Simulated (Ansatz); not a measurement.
## What a change does: single-point calculation on GeLiBSiH₅O

System: GeLiBSiH₅O, charge +1.
Method of run 1: RKS PBE0-D4/def2-SVP (Ansatz 0.2.0).

Text and figures count atoms from 1; the logs count them from 0 in places.

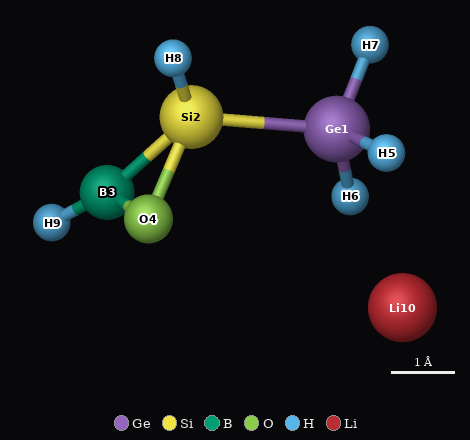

Figure 1. The structure as given in the input (ball-and-stick view, seen at a tilt; atoms are numbered from 1 in the order of the input). Sticks mark near contacts. Bond lengths as drawn: B–H 1.20 Å, B–O 1.33 Å, B–Si 1.92 Å, Ge–H 1.54 Å, Ge–Si 2.37 Å, H–Si 1.49 Å and O–Si 1.81 Å.

**Input file, run 1**
```yaml
crystal:
  periodic: [false, false, false]
  atoms:
    - { symbol: Ge, position_ang: [2.315802, -0.175048, -0.237185] }
    - { symbol: Si, position_ang: [0.185525, 0.579337, 0.488087] }
    - { symbol: B, position_ang: [-1.451016, 0.316271, -0.487134] }
    - { symbol: O, position_ang: [-1.05031, -0.72056, 0.236233] }
    - { symbol: H, position_ang: [2.843157, -1.306857, 0.663998] }
    - { symbol: H, position_ang: [2.207825, -0.687411, -1.683433] }
    - { symbol: H, position_ang: [3.316752, 0.994495, -0.193698] }
    - { symbol: H, position_ang: [0.166963, 0.985468, 1.925305] }
    - { symbol: H, position_ang: [-2.403958, 0.498478, -1.19795] }
    - { symbol: Li, position_ang: [2.19, -3.65, 0.0] }
total_charge: 1
basis:
  gaussian: { orbitals: def2-SVP }
hamiltonian:
  xc: pbe0
  dispersion: d4
output:
  forces: true
```

Command:
```bash
ansatz run input.yaml --threads 1 --pin off --max-ram 2560MiB --backend cpu --events-out ev --progress --plain --runs-dir out
```

Hardware: 1 thread of Arm Neoverse N1, 98 GiB of memory available, shared host.

**Output (run 1)**
```
Engine: ansatz 0.2.0, aarch64-unknown-linux-gnu
Functional definition: PBE0
  parameter a = 0.25
  parameter kappa = 0.804
  parameter beta = 0.06672455060314922
  exchange = (1 - a)*pbe_x(kappa = kappa, mu = beta*pi^2/3) + a*exact_x
  correlation = pbe_c(beta = beta)
1135 factors; integrals over basis functions are off by at most 1.4e-3 eV
mean field evaluation 1: about -67361.4345 eV, gradient 7.5e1 eV
mean field evaluation 2: about -67223.1801 eV, gradient 2.0e2 eV
mean field evaluation 4: about -67373.1959 eV, gradient 5.0e0 eV
mean field evaluation 8: about -67373.3544 eV, gradient 6.5e-1 eV
mean field evaluation 16: about -67373.3550 eV, gradient 1.8e-4 eV
mean field -67373.35497254 eV, -2475.9251279408 hartree, gradient 2.5e-5 eV, S^2 0.000000; 0 other end points of the search recorded, 0 dependent functions left out
the calculation of the forces begins
reference -67373.35503083 eV, -2475.9251300828 hartree; 33, 33 occupied and 79, 79 virtual orbitals, 1135 factors
Total energy: -67373.59088868 eV, -2475.9337976988 hartree
Atom 0 at     2.315802    -0.175048    -0.237185 Å, force    -0.325500     0.854847    -0.271021 eV/Å
Atom 1 at     0.185525     0.579337     0.488087 Å, force    -0.180912     0.165826     0.219925 eV/Å
Atom 2 at    -1.451016     0.316271    -0.487134 Å, force    -0.187501    -0.040736    -0.249047 eV/Å
Atom 3 at    -1.050310    -0.720560     0.236233 Å, force     0.220745    -0.190928     0.092995 eV/Å
Atom 4 at     2.843157    -1.306857     0.663998 Å, force     0.140099    -0.651682     0.148183 eV/Å
Atom 5 at     2.207825    -0.687411    -1.683433 Å, force     0.048872    -0.225519    -0.020333 eV/Å
Atom 6 at     3.316752     0.994495    -0.193698 Å, force     0.065861    -0.257011     0.049434 eV/Å
Atom 7 at     0.166963     0.985468     1.925305 Å, force     0.113302    -0.072012    -0.067855 eV/Å
Atom 8 at    -2.403958     0.498478    -1.197950 Å, force     0.087578     0.064070     0.038378 eV/Å
Atom 9 at     2.190000    -3.650000     0.000000 Å, force     0.017455     0.353146     0.059339 eV/Å
Dipole moment:     0.980769    -2.712722    -0.022058 e Å
```

For run 2 the input was changed thus:
```diff
-    - { symbol: Li, position_ang: [2.19, -3.65, 0.0] }
+    - { symbol: Li, position_ang: [-2.19, -2.19, 0.0] }
```

What does this change do to the results?

On the same kind of shared host run 2 took about 210 times as long.

**Output (run 2)**
```
Engine: ansatz 0.2.0, aarch64-unknown-linux-gnu
Functional definition: PBE0
  parameter a = 0.25
  parameter kappa = 0.804
  parameter beta = 0.06672455060314922
  exchange = (1 - a)*pbe_x(kappa = kappa, mu = beta*pi^2/3) + a*exact_x
  correlation = pbe_c(beta = beta)
1135 factors; integrals over basis functions are off by at most 1.4e-3 eV
mean field evaluation 1: about -67363.2107 eV, gradient 7.6e1 eV
mean field evaluation 2: about -67318.9425 eV, gradient 1.5e2 eV
mean field evaluation 4: about -67374.3291 eV, gradient 5.7e0 eV
mean field evaluation 8: about -67374.5032 eV, gradient 3.1e-1 eV
mean field evaluation 16: about -67374.5035 eV, gradient 5.5e-5 eV
mean field -67374.50352862 eV, -2475.9673365980 hartree, gradient 1.1e-5 eV, S^2 0.000000; 0 other end points of the search recorded, 0 dependent functions left out
the calculation of the forces begins
reference -67374.50357290 eV, -2475.9673382254 hartree; 33, 33 occupied and 79, 79 virtual orbitals, 1135 factors
Total energy: -67374.67666243 eV, -2475.9736991484 hartree
Atom 0 at     2.315802    -0.175048    -0.237185 Å, force     0.473197    -0.037371    -0.234688 eV/Å
Atom 1 at     0.185525     0.579337     0.488087 Å, force     0.739933     0.702842     0.149538 eV/Å
Atom 2 at    -1.451016     0.316271    -0.487134 Å, force     0.086125     1.796400    -0.601195 eV/Å
Atom 3 at    -1.050310    -0.720560     0.236233 Å, force    -0.854273    -2.448737     0.455142 eV/Å
Atom 4 at     2.843157    -1.306857     0.663998 Å, force    -0.174039     0.043489     0.046776 eV/Å
Atom 5 at     2.207825    -0.687411    -1.683433 Å, force    -0.103919     0.012831     0.035253 eV/Å
Atom 6 at     3.316752     0.994495    -0.193698 Å, force    -0.174745    -0.004369     0.039813 eV/Å
Atom 7 at     0.166963     0.985468     1.925305 Å, force    -0.206661    -0.018237    -0.088470 eV/Å
Atom 8 at    -2.403958     0.498478    -1.197950 Å, force    -0.055918    -0.205768     0.027692 eV/Å
Atom 9 at    -2.190000    -2.190000     0.000000 Å, force     0.270301     0.158919     0.170139 eV/Å
Dipole moment:    -2.271518    -1.363728     0.029207 e Å
```

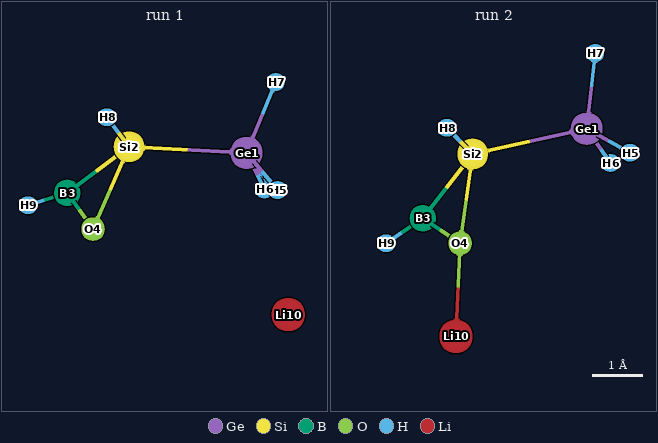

Figure 2. The two input geometries at one scale (ball-and-stick view, seen at a tilt). The largest move after the best rigid fit is that of Li10, 3.34 Å. Largest moves by element: Li 3.34 Å, H 1.01 Å, O 0.85 Å, B 0.77 Å, Ge 0.54 Å, Si 0.34 Å. Among the contacts that change: O4–Li10 4.375 → 1.875 Å.

**The two runs side by side**

| quantity | run 1 | run 2 |
| --- | --- | --- |
| outcome | converged | converged |
| total energy (hartree) | −2475.933798 | – |
| largest force (eV/Å) | 0.954 | – |
| basis functions | 112 | – |
| wall time (shared host) | 11 s | 40 min |
